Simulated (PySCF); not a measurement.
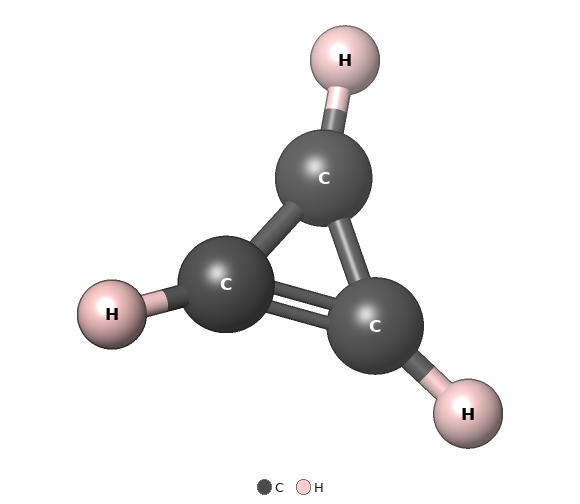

Orthographic view. Distant atoms are faded towards the background colour. State: charge +1, singlet. The geometry was computed by an optimisation with PBE0-D3(BJ)/def2-SVP. No frequency run is at hand to confirm it as a minimum.

Write the InChI string.

InChI=1S/C3H3/c1-2-3-1/h1-3H/q+1
